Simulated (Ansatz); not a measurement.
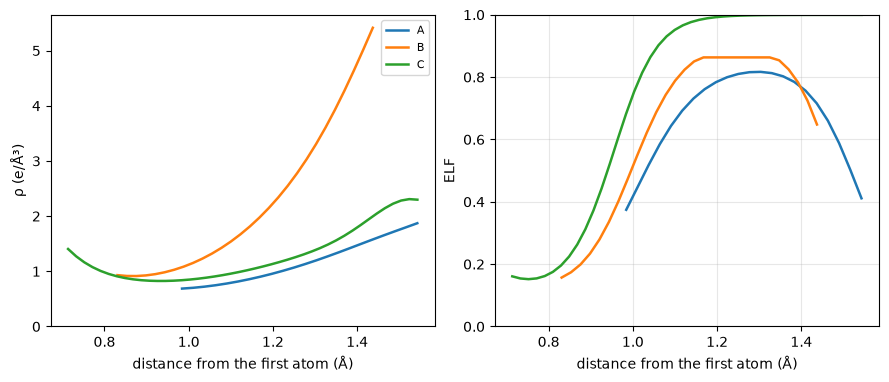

Figure 1: ClGaHO (doublet). Total electron density and electron localisation function along straight lines between neighbouring atoms. The curves leave out the atomic cores.

Geometry: PBE0-D4/def2-TZVP.

Theory: UKS PBE0-D4/def2-TZVPP (Ansatz 0.2.0).

The calculation's input:

```
crystal:
  periodic: [false, false, false]
  atoms:
    - {symbol: O, position_ang: [-1.739834, -0.117749, -0.212241]}
    - {symbol: Ga, position_ang: [0.030907, 0.144264, -0.061166]}
    - {symbol: Cl, position_ang: [1.050733, -1.557300, 0.708767]}
    - {symbol: H, position_ang: [0.713694, 1.470485, -0.455661]}
basis:
  gaussian: {orbitals: def2-TZVPP}
magnetization: {spin_polarized: true, initial_magnetization: 1}
hamiltonian: {xc: pbe0, dispersion: d4}
output: {orbitals: {seedname: orbitals}}
```

Launched as:

```sh
ansatz run in.yaml --threads 2 --pin off --events-out ev --progress --plain --max-ram 22528MiB --backend cpu
```

**Which curve belongs to which contact (Ga–Cl, Ga–H and Ga–O)? The first atom named is at distance zero.**

Curve A: Ga–Cl (2.13 Å): ρ at the midpoint is about 0.75 e/Å³; the ELF peaks at about 0.80 in the valence shell of Cl, 0.8 Å from its nucleus, and is about 0.60 at the midpoint. Curve B: Ga–O (1.80 Å): ρ is about 0.93 e/Å³ halfway; the ELF peaks at about 0.85 in the valence shell of O, 0.6 Å from its nucleus, and is about 0.25 at the midpoint. Curve C: Ga–H (1.54 Å): ρ is about 1.1 e/Å³ halfway; the ELF climbs to about 1 towards the hydrogen.
